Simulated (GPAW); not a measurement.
**Collinear magnetic orders of free-standing triangular Mo monolayer, spacing 2.603 A with GPAW**

A self-consistent run ends on one state, which hangs on the start. Several orders of free-standing triangular Mo monolayer, spacing 2.603 A are started in GPAW and their energies compared.

Method: revPBE; plane waves with GPAW's PAW setups, scalar-relativistic, in GPAW 26.7.0.

**1. Starting point**

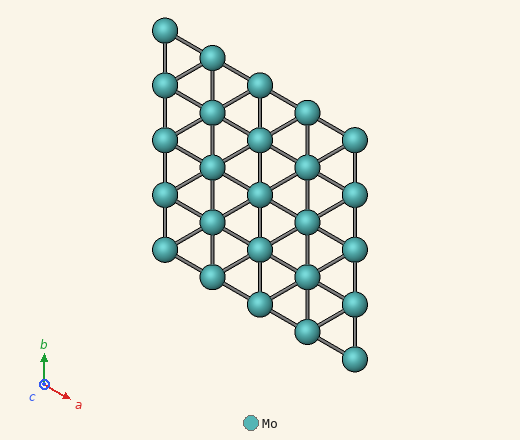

The starting structure, seen from above (molybdenum teal). 4×4×1 cells are drawn. Some periodic images of atoms are drawn too.

The cell holds 1 atom: 1 Mo. Its edges and angles: a = 2.603 Å, b = 2.603 Å, c = 14.000 Å, α = 90.0°, β = 90.0°, γ = 120.0°. model lattice. Vacuum lies along c.

**2. Order 1, typed as ferro +**

The parallel start comes first: it fits the smallest cell, keeps the most symmetry and shows whether parallel moments form.

Input file order1.py:

```python
import json
import numpy as np
from ase import Atoms
from ase.parallel import paropen, parprint
from gpaw import GPAW

atoms = Atoms(['Mo'],
    cell=[[2.603, 0.0, 0.0],
         [-1.3015, 2.254264, 0.0],
         [0.0, 0.0, 14.0]],
    scaled_positions=[[0.0, 0.0, 0.5]],
    pbc=True,
    magmoms=[1.0])
atoms.calc = GPAW(mode={'name': 'pw', 'ecut': 550},
    xc='revPBE',
    kpts={'size': (12, 12, 1), 'gamma': True},
    occupations={'name': 'fermi-dirac', 'width': 0.05},
    convergence={'density': 1e-05, 'energy': 1e-05},
    maxiter=200,
    symmetry={'tolerance': 1e-4},
    txt='order1.txt')
e = atoms.get_potential_energy(force_consistent=True)
res = {'free_energy': e, 'energy_sigma0': atoms.get_potential_energy(), 'fermi_energy': atoms.calc.get_fermi_level()}
res['moments'] = atoms.get_magnetic_moments().tolist()
res['total'] = atoms.get_magnetic_moment()
parprint('site moments (muB):', np.round(res['moments'], 3))
parprint(f"total moment: {res['total']:.3f} muB")
parprint(f'free energy: {e:.6f} eV')
atoms.calc.write('order1.gpw')
n = atoms.calc.get_pseudo_density()
up, down = (atoms.calc.get_pseudo_density(spin=i) for i in (0, 1))
np.savez('grids.npz', density=n, spin=up - down)
with paropen('results.json', 'w') as f:
    json.dump(res, f)
```

Run with:

```
$ OMP_NUM_THREADS=1 python3 order1.py > order1.log
```

Numbers of over 12 decimals in the logs are rounded to 6 here.

The program printed:

```text
site moments (muB): [0.]
total moment: 0.000 muB
free energy: -8.527875 eV

--- order1.txt ---
Input parameters:
  mode=PW(ecut=550),
  convergence={'density': 1e-05, 'energy': 1e-05},
  kpts=MonkhorstPack(size=(12, 12, 1), gamma=True),
  maxiter=200,
  occupations=Occupations(name='fermi-dirac', width=0.05),
  symmetry=Symmetry(tolerance=0.0001),
  xc=XC(name='revPBE')

Diagonalizing LCAO Hamiltonian
Converting LCAO to pw mode

       Mo

Atoms  # Å, Bohr magnetons
|   | symbol |        x |        y |        z |    initial magnetic moments |
|---|--------|----------|----------|----------|-----------------------------|
| 0 |     Mo | 0.000000 | 0.000000 | 7.000000 | ( 0.0000,  0.0000,  1.0000) |

Unit cell  # Å
| periodic |         x |        y |         z |   lengths |     angles |
|----------|-----------|----------|-----------|-----------|------------|
|      yes |  2.603000 | 0.000000 |  0.000000 |  2.603000 |  90.000000 |
|      yes | -1.301500 | 2.254264 |  0.000000 |  2.603000 |  90.000000 |
|      yes |  0.000000 | 0.000000 | 14.000000 | 14.000000 | 120.000001 |

Number of symmetries: 24

BZ-sampling:
  Number of BZ points: 144
  Number of IBZ points: 19

  Monkhorst-Pack size: [12, 12, 1]
  Monkhorst-Pack shift: [0.041667, 0.041667, 0.0]

K-points  # in reciprocal-cell coordinates
|     |                                coordinates |     weight |
|-----|--------------------------------------------|------------|
|   0 | ( -0.00000000,  -0.00000000,   0.00000000) | 0.00694444 |
|   1 | (  0.08333333,  -0.00000000,   0.00000000) | 0.04166667 |
|   2 | (  0.16666667,  -0.08333333,   0.00000000) | 0.04166667 |
|   3 | (  0.16666667,  -0.00000000,   0.00000000) | 0.04166667 |
|   4 | (  0.25000000,  -0.08333333,   0.00000000) | 0.08333333 |
|   5 | (  0.25000000,  -0.00000000,   0.00000000) | 0.04166667 |
|   6 | (  0.33333333,  -0.16666667,   0.00000000) | 0.04166667 |
|   7 | (  0.33333333,  -0.08333333,   0.00000000) | 0.08333333 |
|   8 | (  0.33333333,  -0.00000000,   0.00000000) | 0.04166667 |
|   9 | (  0.33333333,   0.33333333,   0.00000000) | 0.01388889 |
| ... |                                            |            |
|  18 | (  0.50000000,   0.50000000,   0.00000000) | 0.02083333 |

Plane wave coefficients: 2435
Cutoff: 550.0 eV

Spin-components: 2 (collinear spins)
Bands:           13
Projectors:      6
Spin-degeneracy: 1
Datatype:        complex128

Parallelization:
  kpt:    1
  domain: 1
  band:   1

Density:
  Valence electrons: 14.0
  Components: 2
  Grid points: [15 15 80]
  Charge: 0.0  # |e|

Potential:
  Grid points: [15 15 80]

species:
  Mo:
    name:    Molybdenum
    Z:       42.0
    valence: 14
    core:    28
    charge:  0.0  # [|e|]
    compensation charges:
      type: gauss
      rc: 0.38  # [Å]
      lmax: 2
    cutoffs:
      filter: 2.16  # [Å]
      core: 1.42  # [Å]
    projectors
    | kind |    occ | energy [eV] | rcut [Å] |
    |------|--------|-------------|----------|
    |   4s |  2.000 |     -64.252 |    1.238 |
    |   5s |  1.000 |      -3.999 |    1.238 |
    |   4p |  6.000 |     -38.444 |    1.296 |
    |   5p |  0.000 |      -1.008 |    1.296 |
    |   4d |  5.000 |      -3.700 |    1.296 |
    |    d |        |      23.512 |    1.296 |

    Using partial waves for Mo as LCAO basis

Reference energy: -110139.510921  # eV

eigensolver:
  PPCG
  Converge bands: occupied
  niter=2

density mixing:
  MSR1-Mixer
  Pratt-step length: 0.05
  Maximum mixing coefficient: 0.75
  Old densities: 10
  SVD Regularization: 0.005
  Good broyden scale: 1.0
  Trust region scale: 1.0
  Backstep threshold: 4.0
  History deletion threshold: 6.0
  Fourier metric: weight=20.0, sigma=0.015

occupation numbers:
  Fermi-Dirac:
    width: 0.0500  # eV

poisson solver:
  ecut: 4400.0  # eV

xc functional:
  name: revPBE with 2 nearest neighbor stencil

convergence criteria:
- Maximum integral of absolute [dens]ity change: 1e-05 electrons / valence electron
- Maximum [total energy] change in last 3 cyles: 1e-05 eV / valence electron
- Maximum integral of absolute [eigenst]ate change: 4e-08 eV^2 / valence electron
maximum number of iterations: 200

SCF iterations
|iter     |      energy | eigst |  dens |  magmom |
|---------|-------------|-------|-------|---------|
|iter:   1|       0s |   -9.041340 | +0.44 |       |  +0.9879|
|iter:   2|       1s |   -8.923398 | -1.00 | -0.85 |  +0.9543|
|iter:   3|       2s |   -8.502213 | -1.07 | -0.89 |  +0.4937|
|iter:   4|       2s |   -8.511959 | -2.09 | -1.37 |  +0.2754|
|iter:   5|       3s |   -8.522868 | -3.23 | -1.68 |  +0.1160|
|iter:   6|       4s |   -8.525600 | -3.77 | -2.05 |  +0.0121|
|iter:   7|       4s |   -8.525688 | -4.80 | -2.80 |  +0.0139|
|iter:   8|       5s |   -8.525806 | -4.87 | -3.05 |  -0.0007|
|iter:   9|       6s |   -8.525805c| -6.13 | -3.63 |  +0.0001|
|iter:  10|       7s |   -8.525805c| -6.74 | -4.18 |  -0.0002|
|iter:  11|       7s |   -8.525805c| -7.67c| -4.78 |  -0.0000|
|iter:  12|       7s |   -8.525805c| -8.10c| -5.32c|  +0.0000|

Converged in 12 steps
Energy contributions relative to reference atoms: (reference = -110139.510921)

Energy contributions:
  Kinetic:         -13.828501
  Coulomb:           9.455315
  Zero:             -0.372702
  External:          0.000000
  Xc:               -3.777848
  Entropy:          -0.004139
  Spinorbit:         0.000000
  ----------------------------
  Free energy:      -8.527875
  Extrapolated:     -8.525805

dipole moment: (-4.843419, -8.389047, 0.000002)  # |e|*Ang

Total magnetic moment: (0.000000, 0.000000, 0.000002)

Local magnetic moments
|        x |        y |        z |
|----------|----------|----------|
| 0.000000 | 0.000000 | 0.000006 |  # Mo   0

Fermi level: -1.436
Eigenvalues  # (at kpt = [-0.000, -0.000, 0.000])
| band index |      eig [eV] | occ [0-1] |      eig [eV] | occ [0-1] |
|------------|---------------|-----------|---------------|-----------|
|          0 |       -62.503 |     1.000 |       -62.503 |     1.000 |
|          1 |       -36.722 |     1.000 |       -36.722 |     1.000 |
|          2 |       -35.430 |     1.000 |       -35.430 |     1.000 |
|          3 |       -35.430 |     1.000 |       -35.430 |     1.000 |
|          4 |        -6.451 |     1.000 |        -6.451 |     1.000 |
|          5 |        -3.314 |     1.000 |        -3.314 |     1.000 |
|          6 |        -1.902 |     1.000 |        -1.902 |     1.000 |
|          7 |        -1.902 |     1.000 |        -1.902 |     1.000 |
|          8 |        -0.876 |     0.000 |        -0.876 |     0.000 |
|          9 |         1.655 |     0.000 |         1.655 |     0.000 |
|         10 |         1.655 |     0.000 |         1.655 |     0.000 |
|         11 |         3.111 |     0.000 |         3.111 |     0.000 |
|         12 |         3.951 |     0.000 |         3.951 |     0.000 |

No gap
No difference between direct/indirect transitions
```

It took 11 s on 1 MPI rank of AMD EPYC 9R45, shared host; peak memory 0.19 GiB.

The spin moment in the augmentation sphere vanishes on all atoms.

This step gave:

```yaml
final_state: non-magnetic
```

After 12 cycles the seed has died away: no moment is left.

**3. Start 2: antiferro q=(0,1/2,0) +-**

Reversing part of the moments tests the sign of the couplings between them.

This order needs a doubled cell of 2 atoms. Its mesh is chosen so that both cells sample the same points.

order2.py is the script of step 2 with these lines changed:

```diff
@@ -6,12 +6,13 @@
 
-atoms = Atoms(['Mo'],
+atoms = Atoms(['Mo', 'Mo'],
     cell=[[2.603, 0.0, 0.0],
-         [-1.3015, 2.254264, 0.0],
+         [-2.603, 4.508528, 0.0],
          [0.0, 0.0, 14.0]],
-    scaled_positions=[[0.0, 0.0, 0.5]],
+    scaled_positions=[[0.0, 0.0, 0.5],
+         [0.0, 0.5, 0.5]],
     pbc=True,
-    magmoms=[1.0])
+    magmoms=[1.0, -1.0])
 atoms.calc = GPAW(mode={'name': 'pw', 'ecut': 550},
     xc='revPBE',
-    kpts={'size': (12, 12, 1), 'gamma': True},
+    kpts={'size': (12, 6, 1), 'gamma': True},
     occupations={'name': 'fermi-dirac', 'width': 0.05},
@@ -20,3 +21,3 @@
     symmetry={'tolerance': 1e-4},
-    txt='order1.txt')
+    txt='order2.txt')
 e = atoms.get_potential_energy(force_consistent=True)
@@ -28,3 +29,3 @@
 parprint(f'free energy: {e:.6f} eV')
-atoms.calc.write('order1.gpw')
+atoms.calc.write('order2.gpw')
 n = atoms.calc.get_pseudo_density()
```

Run with:

```
$ OMP_NUM_THREADS=1 python3 order2.py > order2.log
```

The program printed:

```text
site moments (muB): [ 0. -0.]
total moment: -0.000 muB
free energy: -17.055738 eV

--- order2.txt ---
Input parameters:
  mode=PW(ecut=550),
  convergence={'density': 1e-05, 'energy': 1e-05},
  kpts=MonkhorstPack(size=(12, 6, 1), gamma=True),
  maxiter=200,
  occupations=Occupations(name='fermi-dirac', width=0.05),
  symmetry=Symmetry(tolerance=0.0001),
  xc=XC(name='revPBE')

Diagonalizing LCAO Hamiltonian
Converting LCAO to pw mode

         Mo
          Mo

Atoms  # Å, Bohr magnetons
|   | symbol |         x |        y |        z |    initial magnetic moments |
|---|--------|-----------|----------|----------|-----------------------------|
| 0 |     Mo |  0.000000 | 0.000000 | 7.000000 | ( 0.0000,  0.0000,  1.0000) |
| 1 |     Mo | -1.301500 | 2.254264 | 7.000000 | ( 0.0000,  0.0000, -1.0000) |

Unit cell  # Å
| periodic |         x |        y |         z |   lengths |     angles |
|----------|-----------|----------|-----------|-----------|------------|
|      yes |  2.603000 | 0.000000 |  0.000000 |  2.603000 |  90.000000 |
|      yes | -2.603000 | 4.508528 |  0.000000 |  5.206000 |  90.000000 |
|      yes |  0.000000 | 0.000000 | 14.000000 | 14.000000 | 120.000001 |

Number of symmetries: 4

BZ-sampling:
  Number of BZ points: 72
  Number of IBZ points: 38

  Monkhorst-Pack size: [12, 6, 1]
  Monkhorst-Pack shift: [0.041667, 0.083333, 0.0]

Plane wave coefficients: 4857
Cutoff: 550.0 eV

Spin-components: 2 (collinear spins)
Bands:           21
Projectors:      12
Spin-degeneracy: 1
Datatype:        complex128

Parallelization:
  kpt:    1
  domain: 1
  band:   1

Density:
  Valence electrons: 28.0
  Components: 2
  Grid points: [15 30 80]
  Charge: 0.0  # |e|

Potential:
  Grid points: [15 30 80]

[... setups left out ...]
Reference energy: -220279.021842  # eV

eigensolver:
  PPCG
  Converge bands: occupied
  niter=2

density mixing:
  MSR1-Mixer
  Pratt-step length: 0.05
  Maximum mixing coefficient: 0.75
  Old densities: 10
  SVD Regularization: 0.005
  Good broyden scale: 1.0
  Trust region scale: 1.0
  Backstep threshold: 4.0
  History deletion threshold: 6.0
  Fourier metric: weight=20.0, sigma=0.015

occupation numbers:
  Fermi-Dirac:
    width: 0.0500  # eV

poisson solver:
  ecut: 4400.0  # eV

xc functional:
  name: revPBE with 2 nearest neighbor stencil

convergence criteria:
- Maximum integral of absolute [dens]ity change: 1e-05 electrons / valence electron
- Maximum [total energy] change in last 3 cyles: 1e-05 eV / valence electron
- Maximum integral of absolute [eigenst]ate change: 4e-08 eV^2 / valence electron
maximum number of iterations: 200

SCF iterations
|iter     |      energy | eigst |  dens |  magmom |
|---------|-------------|-------|-------|---------|
|iter:   1|       0s |  -18.294330 | +0.48 |       |  +0.0000|
|iter:   2|       5s |  -18.038043 | -1.29 | -0.96 |  +0.0000|
|iter:   3|      10s |  -17.015194 | -0.87 | -1.01 |  +0.0000|
|iter:   4|      14s |  -17.034886 | -2.28 | -1.71 |  +0.0000|
|iter:   5|      19s |  -17.045811 | -2.90 | -1.93 |  -0.0000|
|iter:   6|      24s |  -17.046475 | -3.92 | -2.29 |  -0.0000|
|iter:   7|      29s |  -17.049035 | -3.77 | -2.44 |  +0.0000|
|iter:   8|      34s |  -17.050692 | -3.72 | -2.65 |  -0.0000|
|iter:   9|      39s |  -17.051369 | -3.97 | -2.92 |  +0.0000|
|iter:  10|      44s |  -17.051571 | -4.33 | -3.28 |  -0.0000|
|iter:  11|      49s |  -17.051596c| -5.09 | -3.72 |  +0.0000|
|iter:  12|      53s |  -17.051599c| -6.18 | -4.12 |  -0.0000|
|iter:  13|      58s |  -17.051599c| -6.89 | -3.93 |  -0.0000|
|iter:  14|      63s |  -17.051599c| -7.10 | -4.65 |  -0.0000|
|iter:  15|      65s |  -17.051599c| -7.83c| -5.21c|  -0.0000|

Converged in 15 steps
Energy contributions relative to reference atoms: (reference = -220279.021842)

Energy contributions:
  Kinetic:         -27.658062
  Coulomb:          18.911629
  Zero:             -0.745385
  External:          0.000000
  Xc:               -7.555643
  Entropy:          -0.008278
  Spinorbit:         0.000000
  ----------------------------
  Free energy:     -17.055738
  Extrapolated:    -17.051599

dipole moment: (-9.686838, -16.778094, 0.000003)  # |e|*Ang

Total magnetic moment: (0.000000, 0.000000, -0.000000)

Local magnetic moments
|        x |        y |         z |
|----------|----------|-----------|
| 0.000000 | 0.000000 |  0.000059 |  # Mo   0
| 0.000000 | 0.000000 | -0.000058 |  # Mo   1

Fermi level: -1.436
Eigenvalues  # (at kpt = [-0.000, 0.000, 0.000])
| band index |      eig [eV] | occ [0-1] |      eig [eV] | occ [0-1] |
|------------|---------------|-----------|---------------|-----------|
|          0 |       -62.503 |     1.000 |       -62.503 |     1.000 |
|        ... |               |           |               |           |
|          6 |       -35.430 |     1.000 |       -35.430 |     1.000 |
|          7 |       -35.430 |     1.000 |       -35.430 |     1.000 |
|          8 |        -6.451 |     1.000 |        -6.451 |     1.000 |
|          9 |        -6.042 |     1.000 |        -6.042 |     1.000 |
|         10 |        -4.440 |     1.000 |        -4.440 |     1.000 |
|         11 |        -3.314 |     1.000 |        -3.314 |     1.000 |
|         12 |        -1.902 |     1.000 |        -1.902 |     1.000 |
|         13 |        -1.902 |     1.000 |        -1.902 |     1.000 |
|         14 |        -0.876 |     0.000 |        -0.876 |     0.000 |
|         15 |        -0.295 |     0.000 |        -0.295 |     0.000 |
|         16 |         0.429 |     0.000 |         0.429 |     0.000 |
|         17 |         1.655 |     0.000 |         1.655 |     0.000 |
|         18 |         1.655 |     0.000 |         1.655 |     0.000 |
|         19 |         2.830 |     0.000 |         2.830 |     0.000 |
|         20 |         3.111 |     0.000 |         3.111 |     0.000 |

No gap
No difference between direct/indirect transitions
```

Elapsed: 75 s, on 1 MPI rank; peak memory 0.38 GiB.

Spin moment in the augmentation sphere by atom:

```tsv
atom	spin moment in the augmentation sphere (μB)
Mo1	0.0001
Mo2	-0.0001
```

Numbers from this step:

```yaml
final_state: non-magnetic
```

It ends in the same state without moments as the first start; the 0.0059 meV between them is numerical noise.

**4. Run 3 (no spin polarisation)**

A run without seeds gives the energy of the state without moments.

Input file nospin.py:

```python
import json
import numpy as np
from ase import Atoms
from ase.parallel import paropen, parprint
from gpaw import GPAW

atoms = Atoms(['Mo'],
    cell=[[2.603, 0.0, 0.0],
         [-1.3015, 2.254264, 0.0],
         [0.0, 0.0, 14.0]],
    scaled_positions=[[0.0, 0.0, 0.5]],
    pbc=True)
atoms.calc = GPAW(mode={'name': 'pw', 'ecut': 550},
    xc='revPBE',
    kpts={'size': (12, 12, 1), 'gamma': True},
    occupations={'name': 'fermi-dirac', 'width': 0.05},
    convergence={'density': 1e-05, 'energy': 1e-05},
    maxiter=200,
    symmetry={'tolerance': 1e-4},
    txt='nospin.txt')
e = atoms.get_potential_energy(force_consistent=True)
res = {'free_energy': e, 'energy_sigma0': atoms.get_potential_energy(), 'fermi_energy': atoms.calc.get_fermi_level()}
parprint(f'free energy: {e:.6f} eV')
atoms.calc.write('nospin.gpw')
with paropen('results.json', 'w') as f:
    json.dump(res, f)
```

Run with:

```
$ OMP_NUM_THREADS=1 python3 nospin.py > nospin.log
```

The program printed:

```text
free energy: -8.527875 eV

--- nospin.txt ---
Input parameters:
  mode=PW(ecut=550),
  convergence={'density': 1e-05, 'energy': 1e-05},
  kpts=MonkhorstPack(size=(12, 12, 1), gamma=True),
  maxiter=200,
  occupations=Occupations(name='fermi-dirac', width=0.05),
  symmetry=Symmetry(tolerance=0.0001),
  xc=XC(name='revPBE')

Diagonalizing LCAO Hamiltonian
Converting LCAO to pw mode

       Mo

Atoms  # Å, Bohr magnetons
[...]
|------------|---------------|-----------|
|          0 |       -62.503 |     2.000 |
|          1 |       -36.722 |     2.000 |
|          2 |       -35.430 |     2.000 |
|          3 |       -35.430 |     2.000 |
|          4 |        -6.451 |     2.000 |
[...]
|          9 |         1.655 |     0.000 |
|         10 |         1.655 |     0.000 |
|         11 |         3.111 |     0.000 |
|         12 |         3.951 |     0.000 |

No gap
No difference between direct/indirect transitions


[key lines of the parts left out:]
Free energy:      -8.527875
Converged in 10 steps
dipole moment: (-4.843418, -8.389045, 0.000002)  # |e|*Ang
Fermi level: -1.436
```

Elapsed: 6.6 s, on 1 MPI rank; peak memory 0.16 GiB.

This step gave:

| Quantity | Value |
| --- | --- |
| final state | non-magnetic (no spin polarisation) |

It ends in the same state without moments as the first start; the 9.7e-8 meV between them is numerical noise.

**5. The states side by side**

These are free energies at a smearing of 0.05 eV, so its entropy term is in the differences. They are divided by the number of seeded atoms, so that cells of unlike size compare. Wavevectors q in the names are fractions of the reciprocal vectors of the first run's cell.

Orders:

```tsv
start	final state	typed order kept	energy over the lowest (meV a seeded atom)	largest site moment (μB)	net moment (μB a primitive cell)	mesh matched	CPU time (s)
ferro +	non-magnetic	no	0	0	0	yes	10.78
antiferro q=(0,1/2,0) +-	non-magnetic	no	0.005907	5.85e-5	0	yes	74.56
no spin polarisation	non-magnetic	-	0	0	0	yes	6.49
```

**6. Results**

| Property | Result |
| --- | --- |
| lowest state found | non-magnetic (typed ferro +) |
| largest site moment | 0 μB |

In words: The lowest state carries no moment above 0.15 μB, and no start kept one. This is the lowest of 3 finished starts, no proof of the ground state.

[Logs and program files are shortened in this print: banners, set-up blocks, solver, clock and traceback lines can be left out without a mark of their own.]

[Logs are printed without paths, hosts, clocks, repeated set-up lines and the standing remarks that a program may print on its own settings, such as how far it seeks lower states.]

[Hosts, paths, dates, database ids (printed as entryN), source tags and the programs' standing remarks are cut or masked in the printed files.]

[Where a cell is said to come from a database of computed structures, the database is the Materials Project.]
